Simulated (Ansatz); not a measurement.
**F2NSi2 (SMILES F[Si][N+]#[Si]F) (charge +1): density, localisation and related maps**

Input file:

```
crystal:
  periodic: [false, false, false]
  atoms:
    - {symbol: F, position_ang: [-1.339304, 3.803473, -2.728469]}
    - {symbol: F, position_ang: [1.290830, -1.099265, -1.541269]}
    - {symbol: "N", position_ang: [-0.024048, 1.352181, -2.135488]}
    - {symbol: Si, position_ang: [-0.253172, 2.689572, -3.061902]}
    - {symbol: Si, position_ang: [0.204862, 0.015046, -1.208745]}
basis:
  gaussian:
    orbitals: def2-TZVPD
total_charge: 1
hamiltonian:
  xc: pbe0
output:
  forces: true
  orbitals: {seedname: orbitals}
```

Run with:

```sh
ansatz run input.yaml --threads 1 --pin off --max-ram 2610MiB --events-out events.jsonl --progress --plain --runs-dir runs
```

Geometry: r2SCAN-D4/def2-SVP.

The calculation used isolated molecule in a Gaussian basis; Kohn-Sham density functional theory, functional PBE0 (Ansatz).

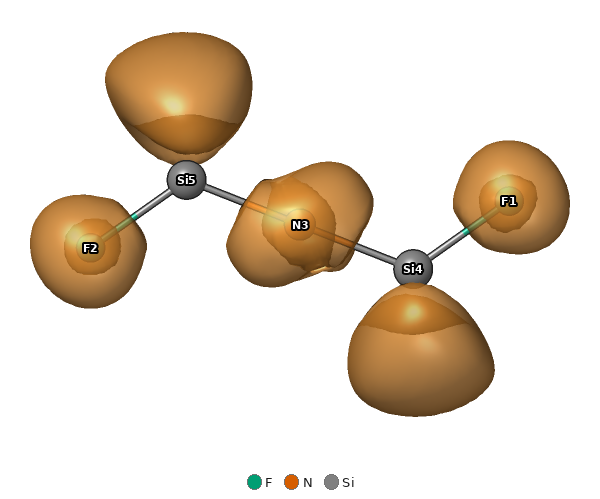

Figure 1. Isosurface of the electron localisation function at 0.75 (orange), seen across its widest extent. Core shells and regions of very low density are left out.

Identify the bonds, lone pairs and shells in this picture.

The ELF exceeds this value in one region on N in which the atom's valence shell and bonds are merged, two lobes on Si, pointing away from the bonds (lone pairs) and two regions wrapped around F (its lone pairs, merged into a ring or cap). Along the contacts the grid gives the following. Si–F (1.59 Å): the ELF peaks at about 0.80 in the valence shell of F, 0.6 Å from its nucleus, and is about 0.50 at the midpoint. Si–N (1.64 Å): the ELF peaks at about 0.85 between the atoms; a short, strongly polar bond.

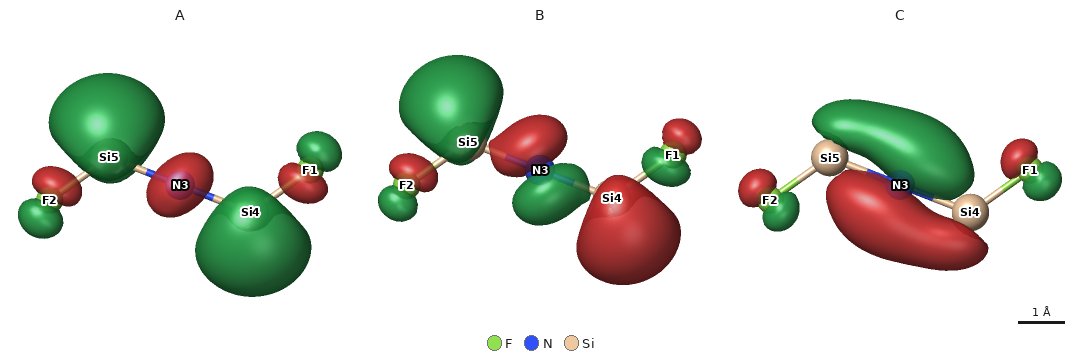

Figure 2. Three frontier orbitals at ±0.1 Å⁻³ᐟ² (green and red are the two phases), in no order.

Which picture is the HOMO−1, the HOMO and the LUMO?

C is the HOMO−1 (−15.18 eV). It lies mainly on N3 (about 60 %), Si4 (about 15 %) and Si5 (about 15 %); it is symmetric in the molecular plane (an in-plane orbital: σ, lone-pair or in-plane π type); it is ungerade (odd under inversion). A is the HOMO (−13.44 eV). It lies mainly on Si4 (about 40 %), Si5 (about 40 %), N3 (about 5 %), F2 (about 5 %) and F1 (about 5 %); it is symmetric in the molecular plane (an in-plane orbital: σ, lone-pair or in-plane π type); it is gerade (even under inversion). B is the LUMO (−10.84 eV). It lies mainly on Si4 (about 35 %), Si5 (about 35 %) and N3 (about 20 %); it is symmetric in the molecular plane (an in-plane orbital: σ, lone-pair or in-plane π type); it is ungerade (odd under inversion).

What is the HOMO–LUMO gap?

2.60 eV between the orbital energies.
